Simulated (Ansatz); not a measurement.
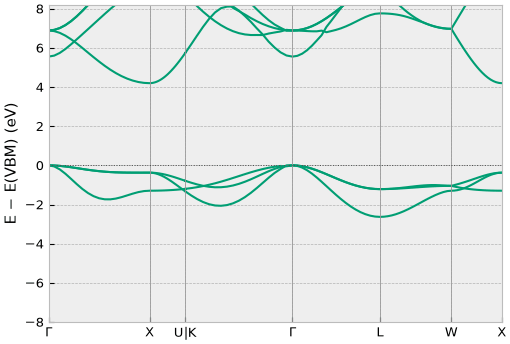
Fig. 1. Band structure from DFT-r²SCAN+D4 in the program Ansatz with PAW potentials

Read off the gap and where the band edges lie.

About 4.2 eV (4.20 eV by a search for the band edges); maximum at Γ, minimum at X.

Pick the material that matches.
A) PbF2, fluorite
B) CaO, rock salt
C) TlF, rock salt
D) Tl3CrF6, Fm-3m (Cr on 4a, Tl on 8c, Tl on 4b, F on 24e)

B, CaO, rock salt

The r²SCAN+D4 relaxation kept the symmetry of its start.

Potentials: the later of the program's two PAW sets.
